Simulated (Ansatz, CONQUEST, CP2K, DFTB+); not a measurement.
**Liquid (Li,Na)Cl at 1200 K (62 atoms): forces by two methods**

62 atoms (13 Li, 18 Na, 31 Cl) placed at random at 1.54 g/cm³, melted at 1600 K for 10 ps at fixed volume with the Lennard-Jones and Coulomb ion parameters for SPC/E (Joung and Cheatham, J. Phys. Chem. B 112, 9020 (2008)), full charges. Snapshot at the end of a hold of 15 ps at 1200 K and zero pressure. Then every atom was moved at random, 0.03 Å r.m.s. a Cartesian component.

Two calculations on one geometry. First: GFN2-xTB tight binding, diagonalisation; levels smeared at 580 K; periodic xTB differs between programs (DFTB+ 25.1; Γ point). Second: Kohn-Sham DFT, PBE, PAW, plane waves (Ansatz 0.2.0; cutoff 420 eV, Γ point, fermi-dirac smearing of 0.05 eV; PAW set soft_2).

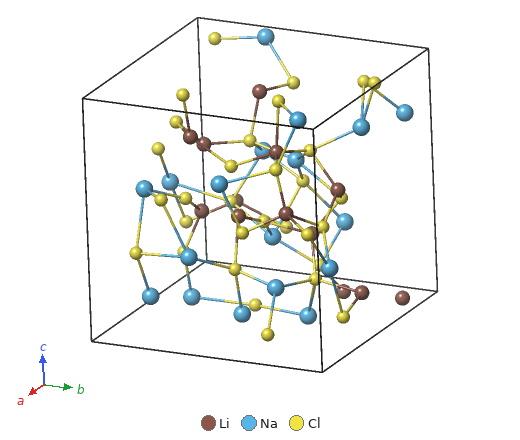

The structure (lithium brown, sodium blue, chlorine yellow). Bonds to atoms that aren't drawn are left out.

Cell vectors (Å):

```
12.548 0.000 0.000
0.000 12.548 0.000
0.000 0.000 12.548
```

Atom, position (Å) and force of the first calculation (eV/Å):

```
1 Li 7.026 12.027 2.208 0.731 0.208 0.025
2 Li 2.942 12.139 0.587 -0.242 0.531 0.765
3 Li 5.446 8.604 4.299 0.704 -0.356 -0.227
4 Li 6.186 3.014 5.004 0.055 0.134 -0.367
5 Li 6.082 3.211 8.445 0.936 -0.185 -0.466
6 Li 8.727 8.520 9.582 -0.083 -0.669 0.260
7 Li 10.763 9.975 7.262 -0.044 0.073 -0.419
8 Li 8.393 6.146 5.867 0.095 -0.558 -0.628
9 Li 9.336 4.163 10.022 0.297 -0.201 0.417
10 Li 3.913 5.251 10.696 0.164 -0.140 0.177
11 Li 1.273 2.382 3.811 -0.060 0.225 -0.017
12 Li 6.631 10.723 7.212 0.951 0.447 -0.698
13 Li 2.044 8.467 0.158 -0.200 -0.256 0.506
14 Na 5.156 11.373 10.047 0.060 0.193 -0.050
15 Na 5.687 8.359 0.104 0.668 0.169 0.566
16 Na 6.177 2.292 0.479 0.529 0.510 0.236
17 Na 10.646 12.186 4.691 -0.674 0.126 0.206
18 Na 12.249 7.146 8.931 -0.540 -0.737 -0.762
19 Na 0.289 3.830 12.129 -0.643 0.355 0.786
20 Na 2.167 4.427 6.961 -0.288 -0.215 -0.479
21 Na 9.743 8.730 2.948 -0.344 0.475 -0.043
22 Na 10.291 2.157 1.861 -0.376 0.644 0.308
23 Na 4.176 5.796 3.358 0.880 -0.981 -0.493
24 Na 10.156 1.968 7.336 0.302 0.222 -0.731
25 Na 3.962 0.204 5.407 0.179 0.493 -0.181
26 Na 11.543 4.975 4.647 -0.799 -0.095 -0.261
27 Na 1.067 11.674 9.467 -0.620 0.135 -0.211
28 Na 10.619 10.737 12.146 -0.159 -0.296 0.174
29 Na 1.386 8.341 3.522 -0.392 -0.312 0.130
30 Na 8.567 6.243 0.893 0.223 -0.716 1.528
31 Na 4.628 7.466 7.692 0.357 -0.331 -0.567
32 Cl 0.738 1.281 11.871 0.533 -0.563 -0.509
33 Cl 9.414 6.370 3.494 0.175 0.063 0.472
34 Cl 2.801 0.399 2.996 -0.266 -0.518 -0.702
35 Cl 4.820 9.969 6.104 -0.501 0.225 0.218
36 Cl 5.268 5.278 0.133 -0.496 0.424 -0.541
37 Cl 6.845 9.421 2.523 -0.493 0.515 -0.124
38 Cl 10.908 9.575 9.534 0.490 0.094 0.008
39 Cl 8.792 10.936 6.053 0.123 -0.230 0.613
40 Cl 9.477 12.226 1.796 -0.149 -0.197 -0.242
41 Cl 1.705 5.981 10.508 0.160 0.274 0.199
42 Cl 8.187 3.187 6.344 -1.052 0.438 0.522
43 Cl 11.674 8.013 6.327 0.201 0.378 0.204
44 Cl 11.415 2.031 4.442 0.640 0.043 -0.161
45 Cl 5.707 0.516 7.746 -0.483 -0.457 0.244
46 Cl 5.159 12.193 12.430 0.068 -0.084 0.156
47 Cl 8.717 8.730 12.238 -0.369 0.039 -0.575
48 Cl 12.348 11.926 6.961 0.116 -0.345 0.376
49 Cl 12.006 3.811 7.617 0.578 0.197 0.436
50 Cl 3.395 3.208 4.592 -0.070 -0.030 0.701
51 Cl 6.918 2.340 3.049 -0.284 -0.879 -0.608
52 Cl 2.605 10.301 11.424 0.035 -0.005 -0.055
53 Cl 3.666 8.046 2.010 -0.592 0.282 -0.395
54 Cl 4.547 4.953 8.336 -0.445 -0.212 1.006
55 Cl 2.728 6.831 5.896 -0.035 0.560 0.050
56 Cl 6.289 6.442 4.941 -0.429 0.553 0.169
57 Cl 8.971 6.149 8.635 -0.116 0.575 0.266
58 Cl 0.410 4.635 2.453 0.762 -0.207 -0.080
59 Cl 12.248 9.486 1.458 0.822 0.084 -0.222
60 Cl 7.629 2.544 10.020 -0.349 0.046 -0.221
61 Cl 10.127 4.246 12.466 -0.168 -0.304 -1.005
62 Cl 6.349 9.149 8.965 -0.074 0.349 0.318
```

**Question.** What forces does the second calculation give?

Atom and force (eV/Å):

```
1 0.274 -0.318 -0.053
2 -0.295 0.217 0.243
3 0.262 0.100 -0.042
4 0.162 0.252 0.191
5 0.506 -0.298 -0.120
6 -0.051 -0.372 0.245
7 0.193 0.163 -0.351
8 0.015 -0.263 0.049
9 -0.282 0.222 0.110
10 0.053 -0.016 -0.030
11 0.063 -0.007 -0.384
12 0.249 0.302 -0.226
13 -0.265 0.076 0.221
14 0.063 0.060 -0.430
15 0.301 0.081 0.297
16 -0.058 0.223 -0.239
17 0.046 -0.192 -0.093
18 -0.221 -0.156 -0.339
19 0.037 0.267 0.186
20 -0.047 0.039 -0.075
21 -0.029 0.793 -0.256
22 0.094 0.329 0.107
23 -0.180 -0.436 0.204
24 0.331 -0.222 -0.115
25 0.053 -0.120 0.015
26 -0.131 -0.039 0.188
27 -0.355 0.135 0.053
28 -0.034 -0.139 0.245
29 -0.140 -0.071 0.305
30 0.096 -0.115 -0.015
31 0.079 0.233 -0.523
32 0.166 -0.482 -0.198
33 0.091 -0.645 0.307
34 -0.233 -0.355 -0.350
35 -0.359 0.064 -0.506
36 0.060 0.059 -0.252
37 -0.013 0.412 0.158
38 0.033 0.111 0.269
39 -0.010 -0.229 0.250
40 -0.290 -0.207 0.026
41 -0.011 0.123 0.291
42 -0.832 0.487 -0.148
43 -0.061 -0.022 -0.200
44 0.272 0.353 -0.276
45 -0.406 -0.083 -0.018
46 0.535 0.520 0.673
47 -0.310 -0.351 -0.273
48 -0.043 -0.049 0.302
49 0.342 0.337 0.046
50 0.255 0.185 0.607
51 0.049 -0.551 -0.692
52 -0.073 -0.102 -0.283
53 -0.522 0.150 -0.204
54 0.052 -0.519 0.595
55 -0.269 0.146 -0.473
56 -0.253 0.110 0.132
57 0.071 0.275 0.153
58 0.347 -0.194 -0.048
59 0.346 -0.369 0.210
60 0.103 0.159 0.318
61 -0.135 -0.120 -0.356
62 0.307 0.059 0.571
```

The two sets differ by 369 meV/Å r.m.s., 133 % of the r.m.s. force of the Ansatz run. Periodic xTB results under one method name differ between programs and library versions (DFTB+ here holds tblite 0.3). The network of bonds at the start is that of the classical potential that made the cell, and needn't be the one that DFT or experiment would give. The electronic-structure runs sample only Γ, in a cell whose shortest periodic width is 13 Å.

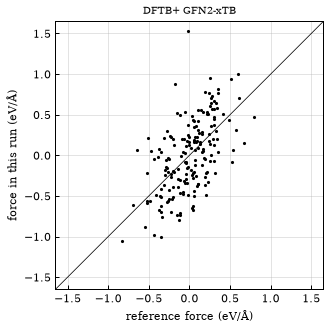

Force components against those of the reference; the line marks equality.

[Logs are printed without paths, hosts, clocks, repeated set-up lines and the standing remarks that a program may print on its own settings, such as how far it seeks lower states.]

[Hosts, paths, dates, database ids (printed as entryN), source tags and the programs' standing remarks are cut or masked in the printed files.]
